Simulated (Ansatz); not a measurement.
# Fields on a plane of CuCl (zinc blende)

```
CELL_PARAMETERS angstrom
      0.00000     2.71202     2.71202
      2.71202     0.00000     2.71202
      2.71202     2.71202     0.00000
ATOMIC_POSITIONS crystal
  Cl 0.75000 0.75000 0.75000
  Cu 0.00000 0.00000 0.00000
```

The slice is a {110} plane (indices of the conventional cell) through the point (0.000, 0.000, 0.000) (fractional), spanned by u = [100] and v = [1 -1 -1] in vectors of this cell: u (3.84 Å) and v (5.42 Å, at 90° to u). It covers one period; positions are fractions (u, v).

Atoms on it: Cl at (0.50, 0.25); Cu at (0.00, 0.00).

Method: PBE (plane waves to 420 eV, PAW, scalar-relativistic; Ansatz, a first-principles code). k mesh 11×11×11. Inside the PAW spheres the values are not all-electron values, and peaks at nuclei hang on which shells count as valence. CuCl is run without spin polarisation. CuCl was relaxed with its symmetry unable to fall.

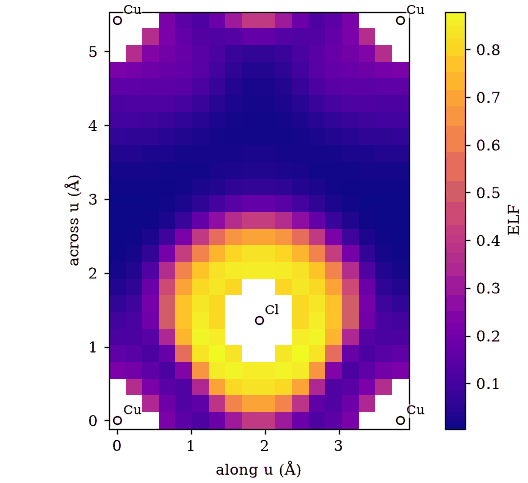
Fig. 1. Electron localisation function (ELF), one period of the plane, atoms marked. Points within 0.5 Å of a nucleus are left white, as the pseudised field means little there.

```
|xxxxxxxxxx4477888888887744xxxxxxxx|
|xxxxxxxx00557788999988775500xxxxxx|
|xxxxxxxx44668899999999886644xxxxxx|
|xxxx0044668888999999998888664400xx|
|4444556688889999999999998888665544|
|7777778888999999999999999988887777|
|8888889999999999999999999999998888|
|9999999999999999999999999999999999|
|9999999999999999999999999999999999|
|9999999999999999999999999999999999|
|9999999999999999888899999999999999|
|9999999999998888777788889999999999|
|9999999999887755444455778899999999|
|99999999886633xxxxxxxx336688999999|
|999999886622xxxxxxxxxxxx2266889999|
|9999887744xxxxxxxxxxxxxxxx44778899|
|8888886622xxxxxxxxxxxxxxxx22668888|
|7777775511xxxxxxxxxxxxxxxx11667777|
|4444554411xxxxxxxxxxxxxxxx11445544|
|xxxx002222xxxxxxxxxxxxxxxx222200xx|
|xxxxxxxx1100xxxxxxxxxxxx0011xxxxxx|
|xxxxxxxx002222xxxxxxxx222200xxxxxx|
|xxxxxxxxxx3355554444555533xxxxxxxx|
|xxxxxxxxxx3366777777776633xxxxxxxx|
```
Scale: ten equal steps from -1.00 (start of '0') to 7.50 (end of '9'), in the order '0123456789'. Values: electrostatic potential energy of an electron, from the cell's mean, in eV. The map has 17 points along u (two characters each, u = 0 at the left) and 24 along v (v = 0 in the bottom row). Points within 1 Å of a nucleus are blanked (x), as the pseudised field means little there. Values under -1 eV are set to -1. The zero, the cell's mean, hangs on the PAW cores.
